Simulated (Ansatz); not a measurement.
# BH5S: the cost of one run

Program: Ansatz 0.2.0, Gaussian basis. Level of theory: single points in def2-TZVPP. These are calculated values, not measurements.

Cores are frozen in the correlated methods.

## Step 1: The starting structure

7 atoms, charge 0, spin multiplicity 1.

Atoms are counted from 1 here; the program's logs count them from 0.

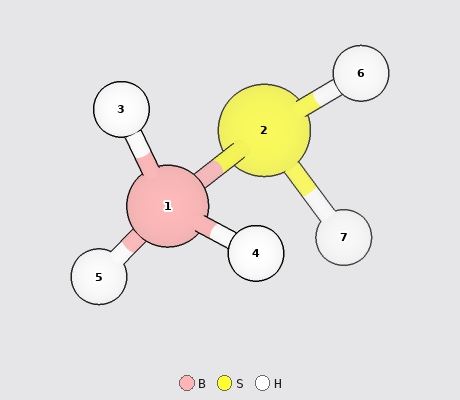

As it starts; boron pink, sulfur yellow, hydrogen white; atoms are numbered from 1 in the order of the file.

Geometry (Å):

```xyz
7
BH5S
B    -0.5168   -0.3941   -0.5546
S     0.5795    1.0896    0.2859
H    -1.7030    0.0088   -0.3949
H    -0.2865   -1.3878    0.2138
H    -0.1724   -0.5300   -1.6022
H     0.2551    0.8778    1.5991
H     1.7569    0.3167    0.4667
```

## Step 2: CCSD(T)/def2-TZVPP

run/in.yaml reads:

```yaml
crystal:
  periodic: [false, false, false]
  atoms:
    - {symbol: B, position_ang: [-0.516800, -0.394100, -0.554600]}
    - {symbol: S, position_ang: [0.579500, 1.089600, 0.285900]}
    - {symbol: H, position_ang: [-1.703000, 0.008800, -0.394900]}
    - {symbol: H, position_ang: [-0.286500, -1.387800, 0.213800]}
    - {symbol: H, position_ang: [-0.172400, -0.530000, -1.602200]}
    - {symbol: H, position_ang: [0.255100, 0.877800, 1.599100]}
    - {symbol: H, position_ang: [1.756900, 0.316700, 0.466700]}
basis:
  gaussian: {orbitals: def2-TZVPP}
correlation: {method: ccsd_t}
output: {forces: true}
```

Command:

```console
ansatz run in.yaml --threads 4 --pin off --events-out ev --progress --plain --max-ram 5222MiB
```

What time and memory should one allow on 4 threads of Intel Xeon 6975P-C, shared host?

About 16 s, with a peak of 1.6 GiB.
